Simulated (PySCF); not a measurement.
Molecule: SMILES [Si]=[SH+] (charge +1), singlet. Atoms near the plane z = 1.0 Å, at the PBE0/def2-SVP optimised geometry (x, y, z in Å): Si1 (1.0, -0.7, 0.0), S2 (-1.0, -0.7, 0.0), H3 (-1.0, 0.7, 0.0).

Calculation: PBE0/def2-TZVP (PySCF 2.14.0). The values are rescaled to run from 0 to 1.

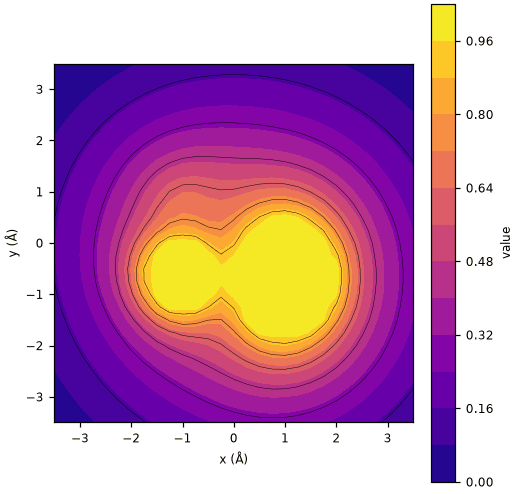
*a field on the plane z = 1.0 Å.*

**Question.** Which quantity is mapped?
A. deformation density (molecule minus spherical neutral atoms)
B. electrostatic potential
C. Laplacian of the electron density
D. electron localisation function

**Answer.** B, electrostatic potential. In full: electrostatic potential (hartree/e), clipped to [0.10, 0.36].
